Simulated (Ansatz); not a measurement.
Body-centred tetragonal In was calculated with r²SCAN-D4 in Ansatz (plane waves, PAW).

Numerical settings: plane-wave cutoff 560 eV, 24×24×24 k mesh, Fermi–Dirac smearing 0.05 eV, scalar-relativistic PAW data made under PBE.

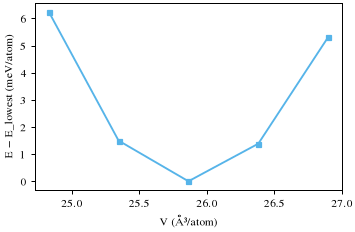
Total energy against volume

Task: From the curve, estimate the equilibrium volume and the bulk modulus.

Result: V0 ≈ 25.9 Å³/atom and B0 ≈ 45 GPa; the fit gives V0 = 25.865 Å³/atom, B0 = 44.5 GPa, B′ = 5.2.

Shape and atoms are relaxed at each volume.

Measured, for comparison: bulk modulus 44.7 GPa (copied from a table, unchecked, extrapolated to 0 K and zero-point effects removed; as tabulated in Lejaeghere et al. (2013), arXiv:1204.2733). Computed (rounded) less measured: bulk modulus not scored (unchecked).

Note: the bulk modulus comes from volumes at which shape and atoms were relaxed.

Spin–orbit coupling is not included.

The computed numbers hold no vibrational or temperature effects.

Ansatz is a quantum-chemistry and plane-wave program.
